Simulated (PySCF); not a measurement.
**C5H8Cl2Si: density, localisation and related maps**

```yaml
atoms:
  - { symbol: Cl, position_ang: [-2.8426, -0.0396, -0.6938] }
  - { symbol: C, position_ang: [-1.0706, -0.0495, -0.7923] }
  - { symbol: C, position_ang: [-0.4179, -0.9885, 0.2307] }
  - { symbol: C, position_ang: [1.0547, -1.0942, -0.1660] }
  - { symbol: Si, position_ang: [1.4465, 0.7595, -0.4576] }
  - { symbol: C, position_ang: [-0.3883, 1.0556, 0.0176] }
  - { symbol: Cl, position_ang: [-1.0896, 2.6731, 0.0291] }
  - { symbol: C, position_ang: [-0.5389, 0.1535, 1.2502] }
  - { symbol: H, position_ang: [-0.8165, -0.1628, -1.8460] }
  - { symbol: H, position_ang: [-0.9060, -1.9381, 0.4403] }
  - { symbol: H, position_ang: [1.1750, -1.7203, -1.0496] }
  - { symbol: H, position_ang: [1.6327, -1.5543, 0.6341] }
  - { symbol: H, position_ang: [2.3457, 1.3617, 0.5195] }
  - { symbol: H, position_ang: [1.7181, 1.1168, -1.8456] }
  - { symbol: H, position_ang: [0.2210, 0.2209, 2.0259] }
  - { symbol: H, position_ang: [-1.5310, 0.2152, 1.6921] }
```

Geometry: GFN2-xTB.

All numbers below come from PBE0/pcSseg-1, SCF density, gas phase, non-relativistic (PySCF).

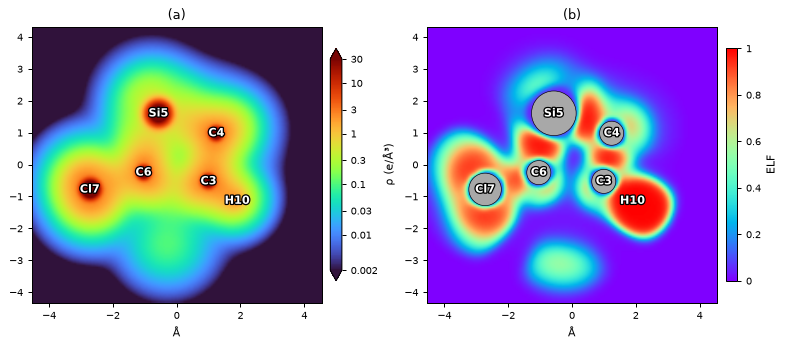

Figure 1. (a) total electron density; (b) ELF on the plane of atoms Si5, C6 and Cl7. Grey discs cover the atomic cores in the ELF map.

Q: What do the fields say about this system?

A:
- Atoms in the plane: C, Si, Cl and H.
- C–C (1.53 Å): the density is about 1.6 e/Å³ at the midpoint; the ELF peaks at about 0.95 between the atoms, as expected for a covalent bond.
- C–Cl (1.76 Å): ρ at the midpoint is about 1.4 e/Å³; the ELF peaks at about 0.90 between the atoms: localised, covalent bonding.
- C–Si (1.92 Å): the density is about 0.9 e/Å³ at the midpoint; the ELF peaks at about 0.95 between the atoms, as expected for a covalent bond.
- C–H (1.09 Å): ρ is about 2 e/Å³ halfway; the ELF climbs to about 1 towards the hydrogen, as it does in any bond to H (a covalent bond by its length).
- The ELF also peaks beside Cl7, away from the bonds: lone-pair regions.

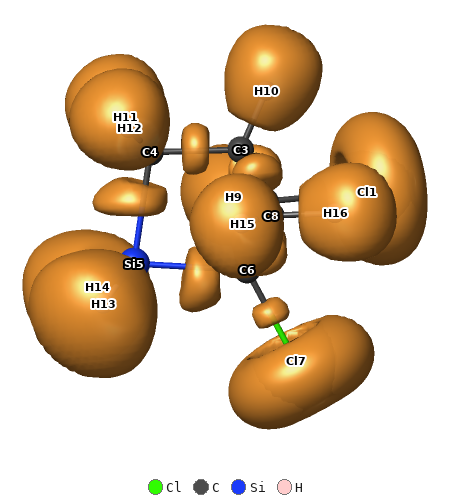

Figure 2. Isosurface of the electron localisation function at 0.8 (orange), seen across its widest extent. Core shells and regions of very low density are left out.

Q: Identify the bonds, lone pairs and shells in this picture.

A: At this value the surface marks out five regions between bonded C–C atoms (shared pairs), two regions between bonded C–Cl atoms (shared pairs), two regions between bonded C–Si atoms (shared pairs), eight regions around hydrogen nuclei and two rings or bowls of non-bonding electrons around Cl.

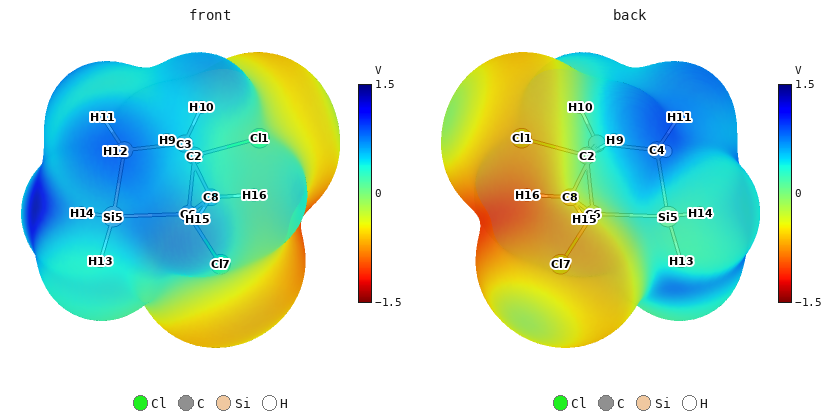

Figure 3. The molecular electrostatic potential painted on the density surface at 0.001 e/bohr³, seen from the front and from behind; the colour scale runs from red (negative) to blue (positive).

Q: Describe the electrostatic potential map.

A: The most negative region (about −1.1 V) lies over Cl1 and Cl7, the most positive (about +1.2 V) over Si5.

Q: What dipole moment does the calculation give?

A: Its dipole moment is 3.58 D.
